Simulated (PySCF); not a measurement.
C6H10FNSi2

Input file:

```
{"job": {"kind": "nmr", "xc": "PBE0", "basis": "pcSseg-1"}, "charge": 0, "multiplicity": 1}
C      2.737199    -1.395318     0.169972
Si     2.665143     0.481023     0.437465
Si     0.910325     1.371588    -0.765935
F      0.692612     2.930659    -0.345400
C     -0.740932     0.547253    -0.343089
C     -1.920832     1.243691    -0.095867
C     -3.075356     0.541049     0.204017
C     -3.018197    -0.842668     0.248541
C     -1.797709    -1.451935    -0.003537
N     -0.695902    -0.785056    -0.287682
H      2.993626    -1.637763    -0.857620
H      1.775063    -1.853298     0.380562
H      3.479779    -1.860260     0.811999
H      3.953341     1.064915     0.023811
H      2.554848     0.744629     1.883225
H      0.993716     1.493847    -2.223168
H     -1.920604     2.322014    -0.138421
H     -4.003355     1.060776     0.398725
H     -3.891853    -1.434164     0.475549
H     -1.696059    -2.530305     0.023816
```

Run with:

```sh
OMP_NUM_THREADS=1 python probes_run.py task.json out
```

Geometry: GFN2-xTB.

These are results of PySCF 2.14.0, PBE0/pcSseg-1, SCF density, gas phase, non-relativistic, not measurements.

Question: What will maps of the electron density and electron localisation function show?

Answer: C–N (1.32 Å): ρ at the midpoint is about 2.5 e/Å³; the ELF peaks at about 0.90 between the atoms; a covalent bond.
C–C (1.38 Å): the density is about 2.1 e/Å³ at the midpoint; the ELF peaks at about 0.95 between the atoms: a covalent bond.
C–Si (1.89 Å): ρ at the midpoint is about 0.96 e/Å³; the ELF peaks at about 1 between the atoms (localised, covalent bonding).
C–H (1.08 Å): the density is about 2.1 e/Å³ at the midpoint; the ELF climbs to about 1 towards the hydrogen, as it does in any bond to H (a covalent bond by its length).

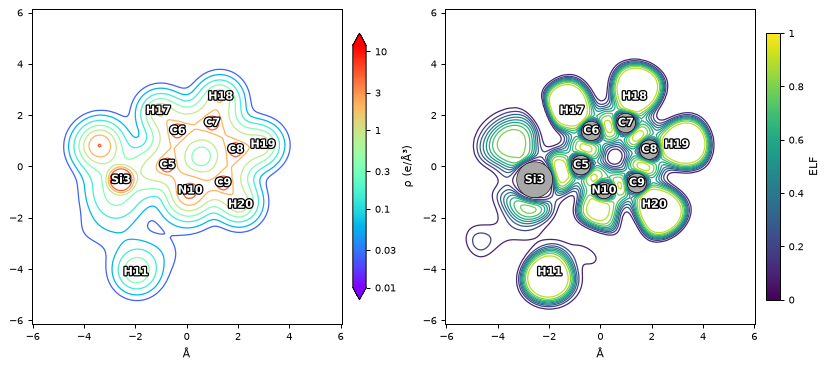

Computed electron density and electron localisation function on the plane of atoms Si3, C5 and N10, in this order. Grey discs cover the atomic cores in the ELF map. 
